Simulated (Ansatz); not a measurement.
# Si2NH6F (SMILES F[SiH2]N[SiH3]): MP2/cc-pVDZ

What is the energy change on altering one bond length of Si2NH6F at MP2/cc-pVDZ? 

The results are computed with Ansatz 0.2.0.

69 further runs of the same task are left out: 69 set aside as unsound or not needed.

### Step 1. Starting point

Si2NH6F: 10 atoms, total charge 0, spin state singlet. As SMILES, `F[SiH2]N[SiH3]`. The coordinates come from a PBE0-D4/def2-TZVP relaxation. This is one conformer, not always the lowest.

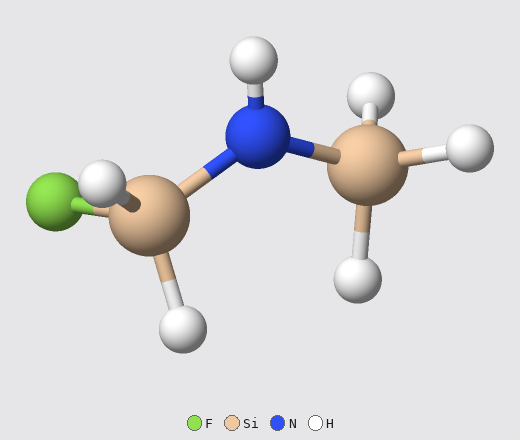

The structure, seen from a chosen angle (fluorine green, silicon light orange, nitrogen blue, hydrogen white).

### Step 2. A single-point energy at MP2/cc-pVDZ

File in.yaml:

```yaml
crystal:
  periodic: [false, false, false]
  atoms:
    - {symbol: F, position_ang: [-1.561500, 0.994300, -1.776700]}
    - {symbol: Si, position_ang: [-0.375000, 1.301800, -0.745900]}
    - {symbol: N, position_ang: [0.514800, -0.094800, -0.335900]}
    - {symbol: Si, position_ang: [0.194800, -1.236100, 0.928700]}
    - {symbol: H, position_ang: [0.517200, 2.267200, -1.426700]}
    - {symbol: H, position_ang: [-1.010100, 1.839400, 0.475900]}
    - {symbol: H, position_ang: [1.264300, -0.336200, -0.970000]}
    - {symbol: H, position_ang: [1.391500, -1.422100, 1.791600]}
    - {symbol: H, position_ang: [-0.186300, -2.569800, 0.392000]}
    - {symbol: H, position_ang: [-0.924400, -0.683300, 1.730300]}
basis:
  gaussian: {orbitals: cc-pVDZ}
accuracy: high
correlation: {method: mp2, frozen_orbitals: {F: 1, H: 0, "N": 1, Si: 5}}
magnetization: {spin_polarized: false}
```

On the command line:

```sh
$ ansatz run in.yaml --threads 1 --pin off --max-ram 3480MiB --events-out events.jsonl --progress --plain --runs-dir runs
```

Standard output:

```text
Warning: RAYON_NUM_THREADS=1 ignored (pool sized by the plan → 1); use --threads N
Functional definition: HF
  name "HF"
  exchange = exact_x
  correlation = 0
2240 factors; integrals over basis functions are off by at most 3.7e-9 eV
mean field evaluation 1: about -20006.8972 eV, gradient 3.6e1 eV
mean field evaluation 2: about -20006.9635 eV, gradient 3.6e1 eV
mean field evaluation 4: about -20009.8457 eV, gradient 2.7e0 eV
mean field evaluation 8: about -20009.8778 eV, gradient 8.7e-2 eV
mean field evaluation 16: about -20009.8779 eV, gradient 6.1e-9 eV
mean field -20009.87787028 eV, -735.3494485503 hartree, gradient 6.1e-9 eV, S^2 0.000000; 0 other end points of the search recorded, 0 dependent functions left out
12 core orbitals not correlated: weight in the atoms' cores, before any rotation towards them, 1.000 or more for the frozen orbitals, at most 0.000 for the correlated occupied ones
reference -20009.87787028 eV, -735.3494485503 hartree; 13, 13 occupied and 69, 69 virtual orbitals, 2240 factors
second order -15.17819970 eV of doubles, -0.00000000 eV of singles
Total energy: -20025.05606997 eV, -735.9072371010 hartree
```

It took 4.5 s on 1 thread of Intel Xeon Platinum 8488C (Sapphire Rapids), shared host; peak memory 0.3 GiB.

### Step 3. The distorted shape

File molecule.yaml:

```yaml
basis:
  gaussian:
    orbitals: cc-pVDZ
crystal:
  periodic: [false, false, false]
  atoms:
    - {symbol: F, position_ang: [-0.218453, 0.330936, -2.738625]}
    - {symbol: Si, position_ang: [0.968047, 0.638436, -1.707825]}
    - {symbol: N, position_ang: [1.857847, -0.758164, -1.297825]}
    - {symbol: Si, position_ang: [1.537847, -1.899464, -0.033225]}
    - {symbol: H, position_ang: [1.860247, 1.603836, -2.388625]}
    - {symbol: H, position_ang: [0.332947, 1.176036, -0.486025]}
    - {symbol: H, position_ang: [2.607347, -0.999564, -1.931925]}
    - {symbol: H, position_ang: [2.734547, -2.085464, 0.829675]}
    - {symbol: H, position_ang: [1.156747, -3.233164, -0.569925]}
    - {symbol: H, position_ang: [-0.924400, -0.683300, 1.730300]}
correlation:
  method: mp2
  frozen_orbitals: {F: 1, H: 0, "N": 1, Si: 5}
accuracy: high
```

On the command line:

```sh
$ ansatz run molecule.yaml --threads 1 --pin off --max-ram 3480MiB --events-out events.jsonl --progress --plain --runs-dir runs
```

Standard output, cut to the lines that bear on the results:

```text
Warning: RAYON_NUM_THREADS=1 ignored (pool sized by the plan → 1); use --threads N
[... 2 set-up lines as earlier in the session ...]
[...]
2198 factors; integrals over basis functions are off by at most 3.7e-9 eV
[...]
mean field -20004.45703809 eV, -735.1502366418 hartree, gradient 8.3e-8 eV, S^2 0.000000; 1 other end points of the search recorded, 0 dependent functions left out; unrestricted orbitals would lower it
[...]
unrestricted determinant -20006.59729863 eV, -735.2288897661 hartree, S^2 0.9463
12 core orbitals not correlated: weight in the atoms' cores, before any rotation towards them, 1.000 or more for the frozen orbitals, at most 0.000 for the correlated occupied ones
reference -20004.45703809 eV, -735.1502366418 hartree; 13, 13 occupied and 69, 69 virtual orbitals, 2198 factors
second order -15.80826426 eV of doubles, -0.00000000 eV of singles
Total energy: -20020.26530235 eV, -735.7311796383 hartree
```

It took 5.4 s on 1 thread of Intel Xeon Platinum 8488C (Sapphire Rapids), shared host; peak memory 0.35 GiB.

### Step 4. What came out

At MP2/cc-pVDZ, 12 core orbitals frozen:

```
                                                           quantity          value
                                          first shape: total energy  -735.90724 Eh
          first shape: correlation energy (12 core orbitals frozen)     -557.8 mEh
                                      distorted shape: total energy  -735.73118 Eh
      distorted shape: correlation energy (12 core orbitals frozen)     -580.9 mEh
energy change with the Si4–H10 bond stretched from 1.483 to 3.264 Å       4.791 eV
```

**Reading.** One bond (distorted shape) is far stretched, which a spin-restricted single reference describes badly; perturbation theory on it can break down and give far too much correlation. With the Si4–H10 bond stretched from 1.483 to 3.264 Å the energy rises by 4.79 eV (462 kJ/mol). The first shape isn't relaxed at this level, so the change isn't measured from a minimum. A restricted reference can't describe the breaking bond well at this length. The restricted solution (distorted shape) is unstable to spin breaking: an unrestricted one lies lower.
